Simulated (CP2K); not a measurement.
**C3H5FS (SMILES C=C(F)SC) at PM6**

Aim: the vertical ionisation energy of C3H5FS at PM6, from 2 runs. 

Program for the calculation: CP2K 2026.2.

3 further runs of the same task are left out: 3 set aside as unsound or not needed.

## Step 1: Starting point

The species is C3H5FS (10 atoms), meant as a singlet with charge 0. As SMILES, `C=C(F)SC`. The shape is that of a GFN2-xTB optimisation. This is one conformer, not always the lowest.

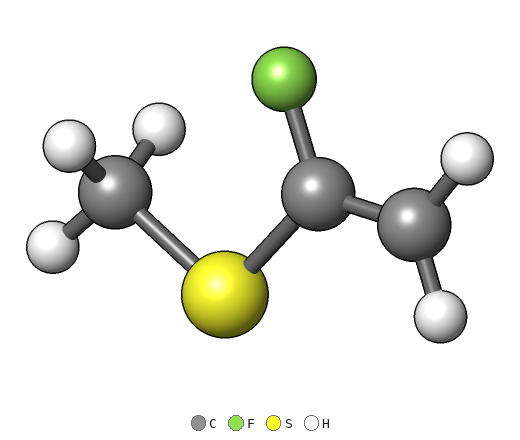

Viewed from a chosen angle; carbon grey, fluorine green, sulfur yellow, hydrogen white.

## Step 2: Energy and gradient at PM6

The input, molecule.inp:

```
&GLOBAL
  PROJECT molecule
  RUN_TYPE ENERGY_FORCE
  PRINT_LEVEL MEDIUM
&END GLOBAL

&FORCE_EVAL
  METHOD Quickstep
  &DFT
    ! Quickstep
    &QS
      METHOD PM6
      EPS_DEFAULT 1.0E-10
      &SE
        &COULOMB
          CUTOFF [angstrom] 50
          RC_RANGE [angstrom] 0
        &END COULOMB
        &EXCHANGE
          CUTOFF [angstrom] 50
          RC_RANGE [angstrom] 0
        &END EXCHANGE
      &END SE
    &END QS
    ! no periodic images
    &POISSON
      PERIODIC NONE
      POISSON_SOLVER ANALYTIC
    &END POISSON
    ! self-consistent field
    &SCF
      SCF_GUESS ATOMIC
      EPS_SCF 1.0E-07
      MAX_SCF 50
      &OT
        MINIMIZER DIIS
        PRECONDITIONER FULL_ALL
      &END OT
      &OUTER_SCF
        EPS_SCF 1.0E-07
        MAX_SCF 8
      &END OUTER_SCF
    &END SCF
    &PRINT
      &MOMENTS
        PERIODIC F
        REFERENCE COM
        MAX_MOMENT 1
      &END MOMENTS
      &MO_CUBES
        NLUMO 5
        NHOMO -1
        WRITE_CUBE F
      &END MO_CUBES
      &HIRSHFELD OFF
      &END HIRSHFELD
    &END PRINT
  &END DFT
  &SUBSYS
    ! vacuum box
    &CELL
      ABC 21.5 17.8 19.8
      PERIODIC NONE
    &END CELL
    &COORD
      UNIT bohr
      C      3.3115939    -0.5317311     2.3492130
      C      1.4903136    -0.2140493     0.6684150
      F      2.0053585    -0.1384224    -1.8199574
      S     -1.7404756     0.1445074     1.4072035
      C     -3.0853369     0.4685387    -1.7389260
      H      2.8761254    -0.5893111     4.3269248
      H      5.2452939    -0.7377680     1.7657412
      H     -2.2913496     2.1196113    -2.6629832
      H     -5.1032810     0.7068521    -1.4667865
      H     -2.7082610    -1.2282464    -2.8288444
    &END COORD
    &TOPOLOGY
      &CENTER_COORDINATES
      &END CENTER_COORDINATES
    &END TOPOLOGY
  &END SUBSYS
  &PRINT
    &FORCES ON
    &END FORCES
  &END PRINT
&END FORCE_EVAL
```

Launch:

```sh
$ OMP_NUM_THREADS=1 cp2k.psmp -i molecule.inp > molecule.out 2>&1
```

The log of the run:

```text
CP2K| version string:                                       CP2K version 2026.2
[...]
 GLOBAL| Method name                                                        CP2K
[...]
 GLOBAL| Run type                                                   ENERGY_FORCE
[...]
                             - Atoms:                                         10
[...]
                             - Spherical basis functions:                     30
[...]
 Number of electrons:                                                         30
[...]
     1 OT DIIS     0.15E+00    0.0     0.28068914       -34.5317975022 -3.45E+01
[...]
    13 OT DIIS     0.15E+00    0.0     0.00000008       -39.7053702906 -3.62E-12
  *** SCF run converged in    13 steps ***
  Core-core repulsion energy [eV]:                           2177.86746223680802
  Core Hamiltonian energy [eV]:                             -1745.00274261917434
  Two-electron integral energy [eV]:                        -3026.60558352422640
  Electronic energy [eV]:                                   -3258.30553438128754
  Total energy [eV]:                                        -1080.43807214447929
  Atomic reference energy [eV]:                              1078.96691311692121
  Heat of formation [kcal/mol]:                               -33.92573581126354
[...]
 SE_DIPOLE| Moment [Debye]          0.80417610      -0.11643903       0.45873793
 SE_DIPOLE| Derivative [a.u.]       0.00000000       0.00000000       0.00000000
 *** WARNING in qs_scf_post_se.F:140 :: Printing of MO cube files not ***
 *** implemented for Semi-Empirical method.                           ***
 ENERGY| Total FORCE_EVAL ( QS ) energy [hartree]            -39.705370290610134
 FORCES| Atomic forces [hartree/bohr]
 FORCES|   Atom     x               y               z               |f|
 FORCES|      1 -4.23727982E-03  7.05693503E-04 -4.47150721E-03   6.20055806E-03
 FORCES|      2 -5.03608497E-03  1.42337042E-03 -1.33864424E-02   1.43730643E-02
 FORCES|      3 -9.10716182E-04 -5.68197360E-04  1.20441834E-02   1.20919232E-02
 FORCES|      4  5.52215612E-03 -3.83522149E-04 -5.48664184E-03   7.79387812E-03
 FORCES|      5  2.98683930E-03 -1.05521903E-03  1.45906582E-02   1.49305728E-02
 FORCES|      6  5.59161146E-03 -1.06151067E-03  6.96468313E-03   8.99442798E-03
 FORCES|      7  6.57701546E-03 -1.06853702E-03  5.05141868E-03   8.36156292E-03
 FORCES|      8 -1.24796205E-03  4.19237534E-03 -5.97261312E-03   7.40307556E-03
 FORCES|      9 -7.11641310E-03  1.02187570E-03 -2.95939396E-03   7.77467542E-03
 FORCES|     10 -2.12916623E-03 -3.20632873E-03 -6.37434489E-03   7.44621820E-03
 FORCES| Sum    -7.21644966E-16  6.24500451E-17  1.94289029E-16
 FORCES| Total atomic force                                       7.49946459E-16
[...]
```

Run time: 0.74 s. Hardware: 1 thread of Arm Neoverse V1, shared host.

## Step 3: The doublet cation at the same level

The input, qs.inp:

```
&GLOBAL
    PROJECT_NAME qs
    RUN_TYPE ENERGY_FORCE
    PRINT_LEVEL MEDIUM
&END GLOBAL

&FORCE_EVAL
    METHOD Quickstep
    &DFT
        CHARGE 1
        MULTIPLICITY 2
        UNRESTRICTED_KOHN_SHAM T
        &QS
            METHOD PM6
            EPS_DEFAULT 1.0E-10
            &SE
                &COULOMB
                    CUTOFF [angstrom] 50
                    RC_RANGE [angstrom] 0
                &END COULOMB
                &EXCHANGE
                    CUTOFF [angstrom] 50
                    RC_RANGE [angstrom] 0
                &END EXCHANGE
            &END SE
        &END QS
        &POISSON
            PERIODIC NONE
            POISSON_SOLVER ANALYTIC
        &END POISSON
        &SCF
            SCF_GUESS ATOMIC
            EPS_SCF 1.0E-07
            MAX_SCF 80
            &DIAGONALIZATION
                ALGORITHM STANDARD
            &END DIAGONALIZATION
            &MIXING
                METHOD DIRECT_P_MIXING
                ALPHA 0.4
            &END MIXING
        &END SCF
        &PRINT
            &MOMENTS
                PERIODIC F
                REFERENCE COM
                MAX_MOMENT 1
            &END MOMENTS
            &MO ON
                ENERGIES T
                OCCUPATION_NUMBERS T
                NDIGITS 6
                &EACH
                    QS_SCF 0
                &END EACH
                ADD_LAST NUMERIC
            &END MO
            &HIRSHFELD OFF
            &END HIRSHFELD
        &END PRINT
    &END DFT
    &SUBSYS
        &CELL
            ABC 21.5 17.8 19.8
            PERIODIC NONE
        &END CELL
        &COORD
            UNIT bohr
            C      3.3115939    -0.5317311     2.3492130
            C      1.4903136    -0.2140493     0.6684150
            F      2.0053585    -0.1384224    -1.8199574
            S     -1.7404756     0.1445074     1.4072035
            C     -3.0853369     0.4685387    -1.7389260
            H      2.8761254    -0.5893111     4.3269248
            H      5.2452939    -0.7377680     1.7657412
            H     -2.2913496     2.1196113    -2.6629832
            H     -5.1032810     0.7068521    -1.4667865
            H     -2.7082610    -1.2282464    -2.8288444
        &END COORD
        &TOPOLOGY
            &CENTER_COORDINATES
            &END CENTER_COORDINATES
        &END TOPOLOGY
    &END SUBSYS
    &PRINT
        &FORCES ON
        &END FORCES
    &END PRINT
&END FORCE_EVAL
```

Launch:

```sh
$ OMP_NUM_THREADS=1 cp2k.psmp -i qs.inp > qs.out 2>&1
```

The log of the run:

```text
CP2K| version string:                                       CP2K version 2026.2
[...]
 GLOBAL| Method name                                                        CP2K
[...]
 GLOBAL| Run type                                                   ENERGY_FORCE
[...]
                             - Atoms:                                         10
[...]
                             - Spherical basis functions:                     30
[...]
 Number of electrons:                                                         15
[...]
     1 P_Mix/Diag. 0.40E+00    0.0     0.44817687       -32.6415494815 -3.26E+01
[...]
    48 DIIS/Diag.  0.95E-07    0.0     0.00000010       -39.3919830145 -7.82E-14
  *** SCF run converged in    48 steps ***
  Core-core repulsion energy [eV]:                           2177.86746223680802
  Core Hamiltonian energy [eV]:                             -1705.99840130170628
  Two-electron integral energy [eV]:                        -3087.55886322729475
  Electronic energy [eV]:                                   -3249.77783291535343
  Total energy [eV]:                                        -1071.91037067854541
  Atomic reference energy [eV]:                              1078.96691311692121
  Heat of formation [kcal/mol]:                               162.72774732087944
[...]
 SE_DIPOLE| Moment [Debye]          2.30080551      -0.16235086      -2.12844167
 SE_DIPOLE| Derivative [a.u.]       0.00000000       0.00000000       0.00000000
 ENERGY| Total FORCE_EVAL ( QS ) energy [hartree]            -39.391983014501520
 FORCES| Atomic forces [hartree/bohr]
 FORCES|   Atom     x               y               z               |f|
 FORCES|      1  4.33370804E-03 -1.28497895E-03  1.25492465E-02   1.33385076E-02
 FORCES|      2 -4.49192220E-02  7.26785403E-03 -2.92713483E-02   5.41051757E-02
 FORCES|      3 -2.31134237E-03 -5.31188778E-04  1.41810942E-02   1.43780352E-02
 FORCES|      4  2.48617864E-02 -1.54284730E-03 -3.04479014E-02   3.93390836E-02
 FORCES|      5  1.28319885E-02 -3.84222142E-03  4.67399543E-02   4.86214554E-02
 FORCES|      6  6.35846893E-03 -1.51365731E-03  1.35449977E-02   1.50395561E-02
 FORCES|      7  1.45658968E-02 -1.90995194E-03  2.24796185E-03   1.48615813E-02
 FORCES|      8 -3.45720621E-04  7.86596761E-03 -1.12063567E-02   1.36958169E-02
 FORCES|      9 -1.32921779E-02  1.95994110E-03 -6.40096540E-03   1.48827323E-02
 FORCES|     10 -2.08338577E-03 -6.46891705E-03 -1.19366827E-02   1.37357846E-02
 FORCES| Sum    -1.83186799E-15 -1.04083409E-16 -7.35522754E-16
 FORCES| Total atomic force                                       1.97675679E-15
[...]
```

Wall time 0.36 s (1 thread of Arm Neoverse V1, shared host).

## Step 4: Results

Level: PM6.

| quantity | value |
| --- | --- |
| singlet C3H5FS: total energy | -39.70537 Eh |
| singlet C3H5FS: dipole moment | 0.93 D |
| singlet C3H5FS: heat of formation at this unrelaxed shape | -33.9 kcal/mol |
| singlet C3H5FS: largest force on an atom | 0.768 eV/Å |
| doublet cation: total energy | -39.39198 Eh |
| doublet cation: HOMO energy (highest over α and β) | -15.41 eV |
| doublet cation: heat of formation at this unrelaxed shape | 162.7 kcal/mol |
| doublet cation: largest force on an atom | 2.782 eV/Å |
| vertical ionisation energy (to the doublet cation) | 8.528 eV |

**Reading.** The vertical ionisation energy comes to 8.53 eV (197 kcal/mol). The largest force (singlet C3H5FS) is 0.77 eV/Å: the shape isn't a stationary point for this species at this level.
